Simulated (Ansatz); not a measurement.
# KAuF3 (cubic perovskite) (Pm-3m): Hubbard U and Hund's J by constrained RPA

How strongly is the local Coulomb interaction screened in KAuF3 (cubic perovskite) (Pm-3m)?

Calculated with Ansatz 0.2.0; non-magnetic LDA, then constrained RPA, plane waves, PAW.

The structure was built from a prototype and need not be the compound's stable phase.

### Step 1. Starting point

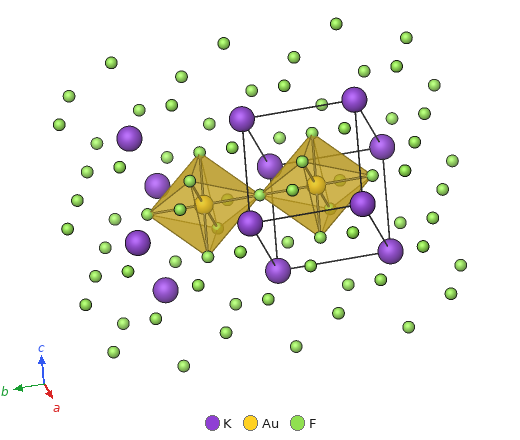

The starting structure, seen from a free direction (potassium purple, gold yellow, fluorine green). 1×2×1 cells are drawn. Some periodic images of atoms are drawn too.

The structure was relaxed with LDA. The structure type comes from a generator and need not be one that this composition takes. The structure was generated from a model, not taken from a measurement. The runs that relaxed it are not among those shown. The program's search for lower electronic states was switched off, so nothing shows that the state found is the lowest. Spin-orbit coupling is left out unless a step names it. The default PAW set here is soft_2. Its files were made with PBE.

### Step 2. LDA bands and orbital weights

This step: DFT, LDA, plane waves, PAW.

The input, input.yaml:

```yaml
crystal:
  lattice:
    - [0.0, -4.32778329, 0.0]
    - [0.0, 0.0, 4.32778329]
    - [-4.32778329, 0.0, 0.0]
  atoms:
    - { symbol: K, position: [0.0, 0.0, 0.0] }
    - { symbol: Au, position: [0.5, 0.5, 0.5] }
    - { symbol: F, position: [0.5, 0.5, 0.0] }
    - { symbol: F, position: [0.5, 0.0, 0.5] }
    - { symbol: F, position: [0.0, 0.5, 0.5] }
kpoints:
  mp_grid: { grid: [6, 6, 6] }
  band_path:
    path:
      - [[0.0, 0.0, 0.0], [0.0, 0.5, 0.0], [0.5, 0.5, 0.0], [0.0, 0.0, 0.0], [0.5, 0.5, 0.5], [0.0, 0.5, 0.0]]
      - [[0.5, 0.5, 0.5], [0.5, 0.5, 0.0]]
    npoints: 10
hamiltonian:
  xc: lda
scf:
  occupations: { method: gaussian, width: 0.08 }
  n_extra_bands: 19
  max_iter: 150
  lower_state_search: "off"
output:
  eigenvalues: true
  forces: true
  stress: true
  fatbands: true
  write_density: true
  write_potential: true
  elf: true
  volumetric_format: npy
```

Run with:

```console
$ ansatz run input.yaml --threads 4 --pin off --max-ram 9216MiB --backend cpu --events-out ev --progress --plain --runs-dir out
```

Numbers of over 12 decimals in the logs are rounded to 6 here.

Log:

```text
scf.n_extra_bands = 19 over 25 filled bands (N_el = 49.0): the run solves 44 bands
Engine: ansatz 0.2.0, aarch64-unknown-linux-gnu
Pseudopotentials: kind: paw
Pseudopotential: K, paw, valence charge 9, recommended cutoff 420 eV (normal), K.paw.azcp
Pseudopotential: Au, paw, valence charge 19, recommended cutoff 420 eV (normal), Au.paw.azcp
Pseudopotential: F, paw, valence charge 7, recommended cutoff 420 eV (normal), F.paw.azcp
Functional definition: SPW92
  exchange = slater_x
  correlation = pw_c
Crystal: 5 atoms, lattice volume = 81.058 Å³
Basis set: ecut = 420 eV, 1575 PW (Γ)
Bands: 44, of which v1, the nominal top of the filled ones, is band 25 counted from 1 (24 counted from 0)
Symmetry: 48 space group operations
Space group: Pm-3m (ITA 221), of the structure as read, at distance tolerance 4.3e-5 Å
k-points: 20 of 216
Non-local potential: K, projectors of the file, l = 0: 3, l = 1: 2, l = 2: 2
Non-local potential: Au, projectors of the file, l = 0: 3, l = 1: 2, l = 2: 2, l = 3: 1
Non-local potential: F, projectors of the file, l = 0: 2, l = 1: 2, l = 2: 1
PAW form: soft (Blöchl's): semilocal exchange-correlation on the pseudo side does not see the compensation charge
PAW frozen core: K, regenerated for the run's functional, and the local potential with it (the file was generated under x = pbe(κ = 0.804, μ = 0.219515), c = pbe(β = 0.066725))
PAW frozen core: Au, regenerated for the run's functional, and the local potential with it (the file was generated under x = pbe(κ = 0.804, μ = 0.219515), c = pbe(β = 0.066725))
PAW frozen core: F, regenerated for the run's functional, and the local potential with it (the file was generated under x = pbe(κ = 0.804, μ = 0.219515), c = pbe(β = 0.066725))
PAW one-centre angular grid: K, 110 points (default); XC on 64 Gauss nodes
PAW one-centre angular grid: Au, 590 points (default); XC on 64 Gauss nodes
PAW one-centre angular grid: F, 110 points (default); XC on 64 Gauss nodes
Initial density: superposition of atomic densities (neutral atoms: chi_scale 0, normalization atom), corrected by the library's trained network
Initial wavefunctions: pseudopotential atomic-orbital guess
Functional: x = slater, c = lda
SCF iter   1: F=—  HF=-16742.032289 eV  |F-HF|=—  |Δ(HF+E_count)|=         —  Δρ=1.95e-2  dr2=2.23e-1  ethr=1.77e-3  ⟨swp⟩=5.8  Hψ=3991  notcnv=0  defer=157
preconditioner: auto → LDOS  [metal: Δε(μ)=0.007 eV  Ē_g=19.786 eV  σ=0.080 eV  W_gap=0.05  n_scr=18 (ndim 8)  ℏωp=25.8 eV  f_vac=0.130  D(μ)=4.07/eV (n_scr^D=32)  β→1.0]
SCF iter   2: F=—  HF=-16742.018757 eV  |F-HF|=—  |Δ(HF+E_count)|=   1.35e-2  Δρ=1.83e-2  dr2=1.53e-1  ethr=4.55e-4  ⟨swp⟩=2.0  Hψ=1571  notcnv=0  defer=247
SCF iter   3: F=—  HF=-16741.968836 eV  |F-HF|=—  |Δ(HF+E_count)|=   4.99e-2  Δρ=4.08e-3  dr2=1.12e-2  ethr=3.13e-4  ⟨swp⟩=2.0  Hψ=1159  notcnv=0  defer=247
SCF iter   4: F=—  HF=-16741.967649 eV  |F-HF|=—  |Δ(HF+E_count)|=   1.19e-3  Δρ=2.80e-3  dr2=5.90e-3  ethr=2.29e-5  ⟨swp⟩=1.0  Hψ=631  notcnv=0  defer=247
SCF iter   5: F=—  HF=-16741.966383 eV  |F-HF|=—  |Δ(HF+E_count)|=   1.27e-3  Δρ=1.11e-3  dr2=8.62e-4  ethr=1.20e-5  ⟨swp⟩=2.0  Hψ=922  notcnv=0  defer=247
SCF iter   6: F=—  HF=-16741.966094 eV  |F-HF|=—  |Δ(HF+E_count)|=   2.90e-4  Δρ=1.33e-4  dr2=5.71e-6  ethr=1.76e-6  ⟨swp⟩=2.0  Hψ=1040  notcnv=0  defer=247
SCF iter   7: F=—  HF=-16741.966089 eV  |F-HF|=—  |Δ(HF+E_count)|=   5.03e-6  Δρ=2.13e-5  dr2=3.17e-7  ethr=1.17e-8  ⟨swp⟩=2.1  Hψ=1081  notcnv=0  defer=243
SCF iter   8: F=-16741.966089 eV  HF=-16741.966089 eV  |F-HF|=1.18e-9  |Δ(HF+E_count)|=   4.74e-8  Δρ=2.05e-6  dr2=1.79e-9  ethr=2.04e-10  ⟨swp⟩=16.2  Hψ=6773  notcnv=0
SCF 1 converged in 8 iterations: F = -16741.966089 eV  dr2 = 1.79e-9
  greatest PAW one-centre occupation: 1.002 electrons in one spin orbital (limit 2), on the Au atom at site 1 (counted from 0), in its partial waves of l = 0
NSCF: frozen V_eff on 62 k-points
SCF converged after 8 iterations
Free energy (F): -16741.966089 eV
Harris-Foulkes:  -16741.966089 eV  (|F-HF|=1.18e-9)
Internal energy: -16741.953065 eV  (E = F + TS)
E sigma→0 (E₀):  -16741.959577 eV
Entropy (-TS):   -0.013024 eV (-2.605 meV/atom)
Fermi energy:    6.868736 eV
--- Per-component energies (eV) ---
  E_band       = -611.404755
  E_kinetic    = 1470.739295
  E_local      = -5340.073538  (includes V_loc(G=0)·N_el)
  E_nonlocal   = 327.195965
  E_hartree    = 2133.173962
  E_xc         = -590.677990
  E_vxc        = -737.523938  (∫ρ·V_xc dr)
  E_paw        = -10728.372222  (= ΣΔE_a)
  E_vpaw       = -598.094585  (= ΣTr[D̂ρ^β])
  E_aug_tail   = 0.006511  (compensation charges beyond the density's cutoff)
  E_ewald      = -4015.065021
  E_core_change = 1.119973  (= ΣΔE_core)
  E_smearing   = -0.013024  (= −TS)
  E_closure    = -0.000000  (closes the sum)
  Σ components = -16741.966089   (vs F -16741.966089, Δ=0.00e0)
--- Forces (eV/Å), atoms counted from 1 ---
  atom   1  K      0.00000000    -0.00000000    -0.00000000
  atom   2  Au    -0.00000000     0.00000000     0.00000000
  atom   3  F     -0.00000000     0.00000000    -0.00000000
  atom   4  F     -0.00000000     0.00000000     0.00000000
  atom   5  F     -0.00000000     0.00000000     0.00000000
  max |Σ_I F_I| component: 1.50e-28 eV/Å
--- Stress (GPa, compression-positive) ---
       -0.012746       0.000000       0.000000
        0.000000      -0.012746      -0.000000
        0.000000      -0.000000      -0.012746
  P = ⅓ Tr σ = -0.0127 GPa (-0.127 kbar)
--- Band table (eV; the first three rows and the last of 20) ---
  k-point 0: bands = [... 21 lower, 3.3864, 3.3864, 4.2141, 4.2141, 7.1723, 12.6531, 12.6531, 12.9351, ... 15 higher]
  k-point 1: bands = [... 21 lower, 3.7810, 3.7810, 4.2161, 4.8321, 7.7098, 12.6381, 12.8221, 13.1816, ... 15 higher]
  k-point 2: bands = [... 21 lower, 4.2197, 4.3149, 4.3149, 5.4245, 9.1082, 12.1143, 13.1795, 14.1985, ... 15 higher]
  k-point 19: bands = [... 21 lower, 4.9963, 4.9963, 7.6763, 7.6763, 12.3520, 12.3520, 12.3520, 13.0567, ... 15 higher]
```

Wall time 2.8 s (4 threads of Arm Neoverse V2, shared host); peak memory 0.42 GiB; 10 s of CPU time.

Numbers from this step:

```yaml
pressure: -0.01275 GPa
```

The electronic bands at the labelled points (eV, zero at the Fermi level):

| point | band 22 | band 23 | band 24 | band 25 | band 26 | band 27 | band 28 | band 29 |
| --- | --- | --- | --- | --- | --- | --- | --- | --- |
| Γ | -3.48 | -3.48 | -2.65 | -2.65 | 0.30 | 5.78 | 5.78 | 6.07 |
| X | -2.65 | -2.33 | -2.33 | -1.27 | 3.37 | 4.53 | 6.50 | 7.65 |
| M | -2.33 | -2.07 | -1.90 | 0.81 | 4.53 | 6.48 | 6.48 | 6.52 |
| Γ | -3.48 | -3.48 | -2.65 | -2.65 | 0.30 | 5.78 | 5.78 | 6.07 |
| R | -1.87 | -1.87 | 0.81 | 0.81 | 5.48 | 5.48 | 5.48 | 6.19 |
| X | -2.65 | -2.33 | -2.33 | -1.27 | 3.37 | 4.53 | 6.50 | 7.65 |
| jump to R | -1.87 | -1.87 | 0.81 | 0.81 | 5.48 | 5.48 | 5.48 | 6.19 |
| M | -2.33 | -2.07 | -1.90 | 0.81 | 4.53 | 6.48 | 6.48 | 6.52 |

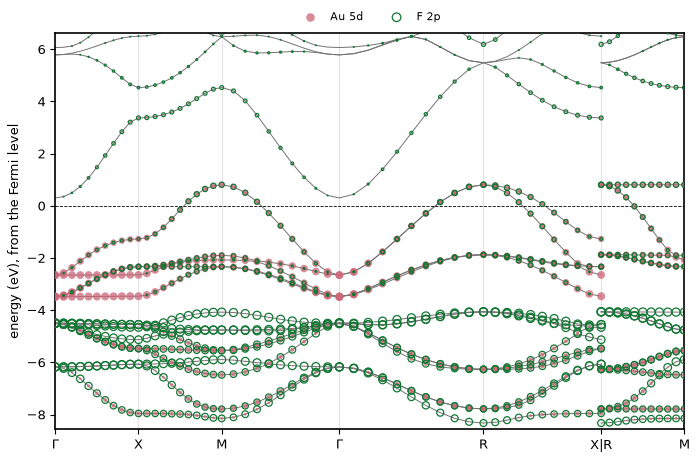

Electronic bands along the path; dots are coloured as in the legend, and their area grows with the weight.

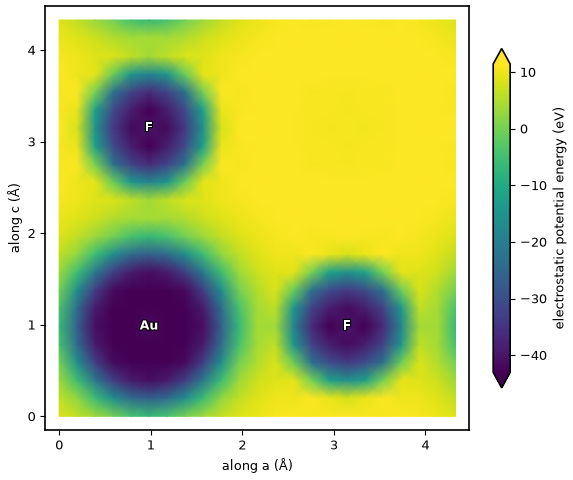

Electrostatic potential energy in the ac plane at fractional y = 0.500, with atoms of Au and F within 0.2 Å of it. With pseudopotentials it is smooth inside the atoms' cores, unlike the true potential. The map starts off the cell's origin, so that atoms lie inside it.

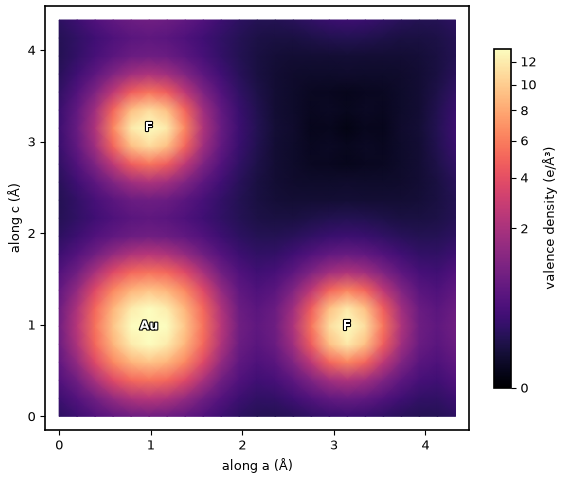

Valence density in the ac plane at fractional y = 0.500, with atoms of Au and F within 0.2 Å of it. It is the smooth field of the valence electrons, not physical close to the nuclei. The map starts off the cell's origin, so that atoms lie inside it. The colour scale is stretched toward low values.

### Step 3. Constrained RPA: Au d, bands v5 to v1, 4×4×4 mesh, medium accuracy

Constrained RPA screens the interaction with every transition except those inside the target bands, which a later many-body model would treat itself.

This step: constrained RPA on LDA, plane waves, PAW.

input.yaml, the sections that differ from step 2:

```yaml
kpoints:
  mp_grid: { grid: [6, 6, 6] }
output:
  crpa:
    kmesh: [4, 4, 4]
    target_bands: [v5, v1]
    projections: [{ species: Au, l: d, shell: 5 }]
  local_orbitals:
    kmesh: [8, 8, 8]
    orbitals: [{ species: Au, l: d, shell: 5 }]
    window: { bands: [v5, v1] }
    seedname: lo
# crystal, hamiltonian, scf: as in step 2
```

Log:

```text
[...]
Crystal: 5 atoms, lattice volume = 81.058 Å³
Basis set: ecut = 420 eV, 1575 PW (Γ)
Bands: 44, of which v1, the nominal top of the filled ones, is band 25 counted from 1 (24 counted from 0)
Symmetry: 48 space group operations
[...]
k-points: 20 of 216
[...]
SCF iter   1: F=—  HF=-16742.032285 eV  |F-HF|=—  |Δ(HF+E_count)|=         —  Δρ=1.95e-2  dr2=2.23e-1  ethr=1.77e-3  ⟨swp⟩=5.8  Hψ=3991  notcnv=0  defer=157
[...]
SCF iter   8: F=-16741.966089 eV  HF=-16741.966089 eV  |F-HF|=1.22e-9  |Δ(HF+E_count)|=   4.75e-8  Δρ=2.05e-6  dr2=1.84e-9  ethr=2.04e-10  ⟨swp⟩=11.8  Hψ=4644  notcnv=0
SCF 1 converged in 8 iterations: F = -16741.966089 eV  dr2 = 1.84e-9
[...]
NSCF: frozen V_eff on 38 k-points
[...]
cRPA screening: q 1/64
cRPA screening: q 2/64
cRPA screening: q 8/64 (q-point 3)
cRPA screening: q 11/64 (q-point 6)
cRPA screening: q 23/64 (q-point 7)
cRPA screening: q 35/64 (q-point 11)
cRPA screening: q 38/64 (q-point 22)
cRPA screening: q 46/64 (q-point 23)
cRPA screening: q 58/64 (q-point 27)
cRPA screening: q 64/64 (q-point 43)
SCF converged after 8 iterations
Free energy (F): -16741.966089 eV
[...]
Internal energy: -16741.953065 eV  (E = F + TS)
E sigma→0 (E₀):  -16741.959577 eV
Entropy (-TS):   -0.013024 eV (-2.605 meV/atom)
Fermi energy:    6.868736 eV
[...]
--- Band table (eV; the first three rows and the last of 20) ---
  k-point 0: bands = [... 21 lower, 3.3864, 3.3864, 4.2141, 4.2141, 7.1723, 12.6531, 12.6531, 12.9351, ... 15 higher]
  k-point 1: bands = [... 21 lower, 3.7810, 3.7810, 4.2161, 4.8321, 7.7098, 12.6381, 12.8221, 13.1816, ... 15 higher]
  k-point 2: bands = [... 21 lower, 4.2197, 4.3149, 4.3149, 5.4245, 9.1082, 12.1143, 13.1795, 14.1985, ... 15 higher]
  k-point 19: bands = [... 21 lower, 4.9963, 4.9963, 7.6763, 7.6763, 12.3520, 12.3520, 12.3520, 13.0567, ... 15 higher]
--- cRPA (band scheme, projected local orbitals): target bands 21..25 (1-based), 5 Wannier function(s), 4×4×4 mesh, 50 bands' worth read of 55 solved, ecut_chi 136.0 eV, v(q+G=0) probe_charge, pair densities all_electron ---
  bands read: the sum over 50 bands ends inside a degenerate multiplet in 1 slot, whose members it reads at an even weight; the widest, k=42: bands 49 to 51 (counted from 1) at 2/3 each
  χ-basis size per q: N_G = 257..304
  window electrons = 9.0000, filled by tetrahedron_uncorrected; constrained ε̄⁻¹(q = 0, 0) head = 0.340234; min gauge Gram eig = 0.5745
  Kanamori averages over each shell's own Wannier functions (sites counted from 0, functions from 1):
    Site 1, 5D, 5 of 5 d orbitals (Wannier functions 1, 2, 3, 4, 5; wannier90's mr 1, 2, 3, 4, 5):
      screened: U = 4.6600 eV, U' = 3.9851 eV, J = 0.3113 eV
      screened d-shell averages: U_bar = F0 = 4.1201 eV, J_bar = 0.4463 eV
      screened, to within: U = 1.6e-2 eV, U' = 1.6e-2 eV, J = 5.9e-4 eV
      screened d-shell averages, to within: U_bar = 1.4e-2 eV, J_bar = 9.9e-4 eV
      bare: V = 12.6630 eV, V' = 11.6624 eV, J = 0.4290 eV
      bare d-shell averages: V_bar = F0 = 11.8625 eV, J_bar = 0.6292 eV
  Hermiticity witness max|P − P†| over intra, direct and exchange elements: 6.22e-15 eV (screened), 3.55e-15 eV (bare)
  Reality witness max|Im| over intra, direct and exchange elements: 2.34e-19 eV (screened), 5.08e-19 eV (bare)
```

Elapsed: 66 s, on 4 threads; peak memory 0.64 GiB.

This step gave:

```
U                                                 : 4.660 eV
U prime (inter-orbital)                           : 3.985 eV
J                                                 : 0.3113 eV
bare V                                            : 12.66 eV
bare J                                            : 0.4290 eV
stated bound on U                                 : 0.01514 eV
U over bare V                                     : 0.3680
electrons in the window                           : 9.000
head of the constrained inverse dielectric matrix : 0.3402
least eigenvalue of the projection's overlap      : 0.5745
target functions                                  : 5
bands in the sums                                 : 50
r.m.s. miss of the model bands                    : 0.001433 eV
width of the target bands                         : 4.290 eV
weight of the projected orbitals in the window    : 0.7316
```

On the Au d shell, screening brings the on-site interaction from 12.7 eV down to U = 4.66 eV.

Kanamori averages over each shell's functions. Crpa shells, by row:

| site | element | shell | orbitals | U (eV) | U' (eV) | J (eV) | bare V (eV) | bare V' (eV) | bare J (eV) | bound on U (eV) |
| --- | --- | --- | --- | --- | --- | --- | --- | --- | --- | --- |
| 2 | Au | 5D | 5 | 4.66 | 3.985 | 0.3113 | 12.66 | 11.66 | 0.429 | 0.01514 |

Density-density elements U_iijj, eV. U matrix, by row:

| orbital | Au2 dz2 | Au2 dxz | Au2 dyz | Au2 dx2-y2 | Au2 dxy |
| --- | --- | --- | --- | --- | --- |
| Au2 dz2 | 4.63 | 4.101 | 4.101 | 3.841 | 3.856 |
| Au2 dxz | 4.101 | 4.68 | 3.965 | 3.938 | 3.965 |
| Au2 dyz | 4.101 | 3.965 | 4.68 | 3.938 | 3.965 |
| Au2 dx2-y2 | 3.841 | 3.938 | 3.938 | 4.63 | 4.182 |
| Au2 dxy | 3.856 | 3.965 | 3.965 | 4.182 | 4.68 |

Exchange elements U_ijji, eV. J matrix, by row:

| orbital | Au2 dz2 | Au2 dxz | Au2 dyz | Au2 dx2-y2 | Au2 dxy |
| --- | --- | --- | --- | --- | --- |
| Au2 dz2 | - | 0.263 | 0.263 | 0.395 | 0.351 |
| Au2 dxz | 0.263 | - | 0.321 | 0.322 | 0.321 |
| Au2 dyz | 0.263 | 0.321 | - | 0.322 | 0.321 |
| Au2 dx2-y2 | 0.395 | 0.322 | 0.322 | - | 0.234 |
| Au2 dxy | 0.351 | 0.321 | 0.321 | 0.234 | - |

Projected local orbitals of the target window. Electronic bands along the path, in eV, zero at the Fermi level; # counts the bands kept:

| point | #2 | #3 | #4 | #5 |
| --- | --- | --- | --- | --- |
| Γ | -3.48 | -3.48 | -2.65 | -2.65 |
| X | -2.65 | -2.33 | -2.33 | -1.27 |
| M | -2.33 | -2.07 | -1.90 | 0.81 |
| Γ | -3.48 | -3.48 | -2.65 | -2.65 |
| R | -1.87 | -1.87 | 0.81 | 0.81 |
| X | -2.65 | -2.33 | -2.33 | -1.27 |
| jump to R | -1.87 | -1.87 | 0.81 | 0.81 |
| M | -2.33 | -2.07 | -1.90 | 0.81 |

The same for Kohn-Sham, solved directly:

| point | #2 | #3 | #4 | #5 |
| --- | --- | --- | --- | --- |
| Γ | -3.48 | -3.48 | -2.65 | -2.65 |
| X | -2.65 | -2.33 | -2.33 | -1.27 |
| M | -2.33 | -2.07 | -1.90 | 0.81 |
| Γ | -3.48 | -3.48 | -2.65 | -2.65 |
| R | -1.87 | -1.87 | 0.81 | 0.81 |
| X | -2.65 | -2.33 | -2.33 | -1.27 |
| R | -1.87 | -1.87 | 0.81 | 0.81 |
| M | -2.33 | -2.07 | -1.90 | 0.81 |

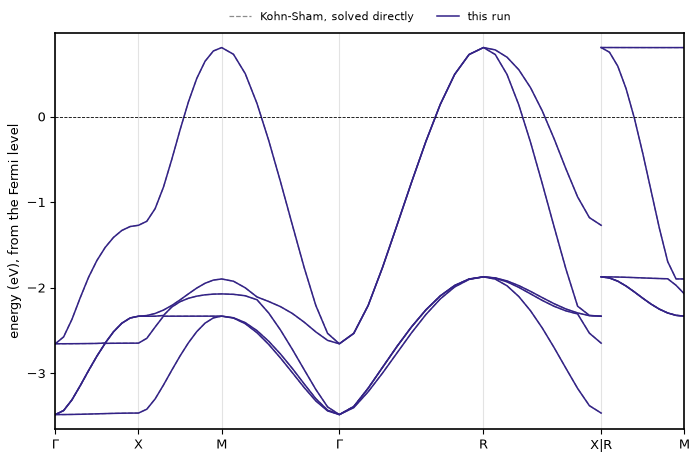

Electronic bands along the path; dashed: Kohn-Sham, solved directly.

Onsite levels, by row:

| orbital | level less Fermi level (eV) |
| --- | --- |
| Au2 dz2 | -0.9893 |
| Au2 dxz | -2.477 |
| Au2 dyz | -2.477 |
| Au2 dx2-y2 | -0.9893 |
| Au2 dxy | -2.477 |

Largest distinct elements between sites. Hoppings, by row:

| from | to | cell | distance (Å) | t (eV) |
| --- | --- | --- | --- | --- |
| Au2 dz2 | Au2 dz2 | 0 -1 0 | 4.328 | -0.557 |
| Au2 dx2-y2 | Au2 dx2-y2 | -1 0 0 | 4.328 | -0.4219 |
| Au2 dx2-y2 | Au2 dz2 | 1 0 0 | 4.328 | -0.234 |
| Au2 dxy | Au2 dxy | 0 0 -1 | 4.328 | -0.1808 |
| Au2 dz2 | Au2 dz2 | 0 0 -1 | 4.328 | -0.1517 |
| Au2 dx2-y2 | Au2 dx2-y2 | 1 0 1 | 6.12 | 0.072 |
| Au2 dz2 | Au2 dz2 | 0 -2 0 | 8.656 | -0.0716 |
| Au2 dx2-y2 | Au2 dx2-y2 | 2 0 0 | 8.656 | -0.0536 |
| Au2 dz2 | Au2 dz2 | 0 1 -1 | 6.12 | 0.0477 |
| Au2 dz2 | Au2 dx2-y2 | 0 -1 -1 | 6.12 | -0.0422 |
| Au2 dyz | Au2 dyz | -1 1 0 | 6.12 | -0.0404 |
| Au2 dx2-y2 | Au2 dz2 | 0 0 2 | 8.656 | 0.0312 |

(Part 1 of 2 ends here.)

[Paths, hosts, dates, memory and timing lines, banners, echoed tables and standing remarks are left out of the program output.]

[Logs are printed without paths, hosts, clocks, repeated set-up lines and the standing remarks that a program may print on its own settings, such as how far it seeks lower states.]

[Runs of the session that timed out or met a known fault of the program may be left out.]

[Hosts, paths, dates, database ids (printed as entryN), source tags and the programs' standing remarks are cut or masked in the printed files.]
